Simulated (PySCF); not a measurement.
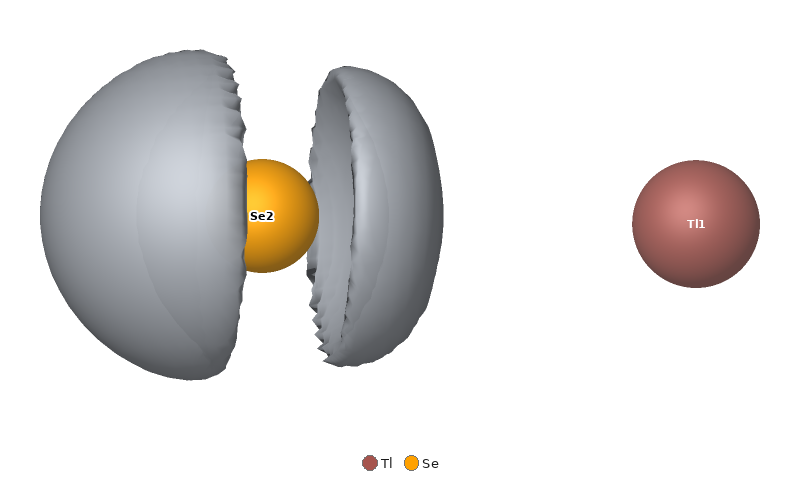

Figure 1: TlSe (charge +1, triplet). Isosurface of the ELF at 0.8 (grey), seen from one side. Core shells and regions of very low density are left out.

Core potentials replace the inner electrons of Tl.

Method: PBE0/def2-SVP, non-relativistic Hamiltonian with scalar-relativistic core potentials where named, at a bond length of 3.287 Å (PySCF 2.14.0).

```xyz
2

Tl    0.0000    0.0000   -0.9221
Se    0.0000    0.0000    2.3649
```

> Where are the electrons localised?

The ELF exceeds this value in one lobe on Se, pointing away from the bonds (non-bonding electrons, which may merge into one lobe) and one region wrapped around Se (its valence shell).

Values along the shortest contacts:
Tl–Se (3.29 Å): the ELF peaks at about 0.90 in the valence shell of Se, 1.2 Å from its nucleus, and drops to about 0.15 between the two atoms.
